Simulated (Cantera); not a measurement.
Charge: 1 mol B2O3, 0.21 mol O2, 1 mol H2, equilibrated at 18.0 mbar.

Cantera equilibrium calculation (NASA polynomials, part measured and part estimated; ideal gas, pure solids and liquids). Candidate condensed phases: B, B2O3, B3O3H3, H2O; 23 gas species. Gases not in the tables: H3BO3. Kinetics and transport are ignored.

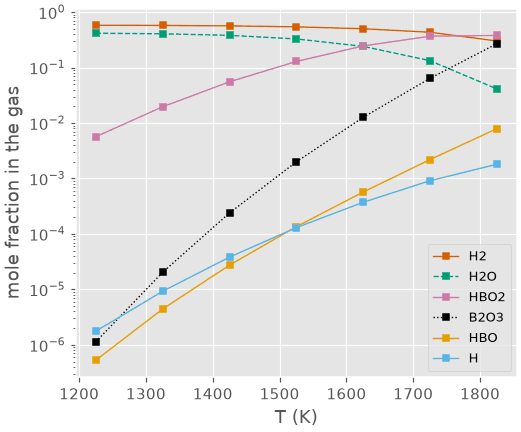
Equilibrium gas composition (values under 1e-9 drawn at 1e-9)

From 1225 K to 1825 K the condensed part is B2O3(l). The share of B in condensed phases is highest at 1225 K (99.7 %) and lowest at 1825 K (13.7 %).
